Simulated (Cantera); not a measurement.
Charge: 1 mol n-butane, 0.23 mol O₂, 5.7 mol H₂O, at 0.110 bar.

These are equilibrium values from Cantera (NASA tables, ideal gas, pure condensed phases), not measurements of a reactor. Candidate condensed phases: C, C₆H₆, C₇H₈, C₈H₁₈, H₂O; 110 gas species. Kinetics and transport are ignored.

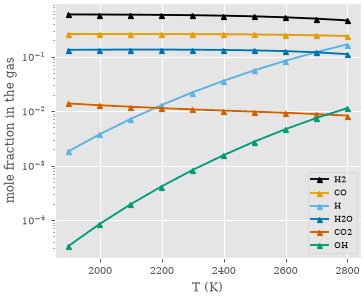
Figure: Equilibrium gas composition (values under 1e-9 drawn at 1e-9)

**Question.** Read off the mole fractions at 1998 K.

**Answer.** H₂ about 0.59, CO about 0.26, H₂O about 0.13, CO₂ about 0.013, H about 0.0037, OH about 8.4e-5.
